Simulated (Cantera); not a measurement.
A closed system holds: 1 mol Fe2O3, a varied amount of H2, at 2148.15 K and 1000 Pa.

Cantera equilibrium calculation (NASA polynomials, part measured and part estimated; ideal gas, pure solids and liquids). Candidate condensed phases: Fe, FeO, Fe(OH)2, Fe(OH)3, Fe2O3, Fe3O4, H2O; 12 gas species. The numbers say what is thermodynamically allowed, not how fast it happens.

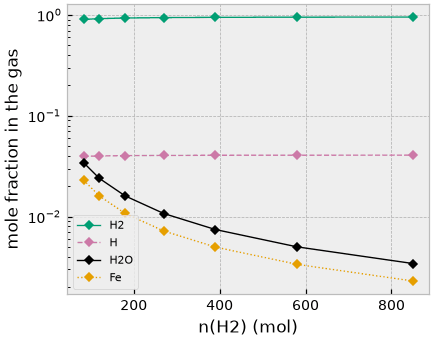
Fig. 1. Equilibrium gas composition (values under 1e-9 drawn at 1e-9)

**Question.** Read off the mole fractions at 270 mol H2.

**Answer.** H2 about 0.94, H about 0.040, H2O about 0.011, Fe about 0.0072.
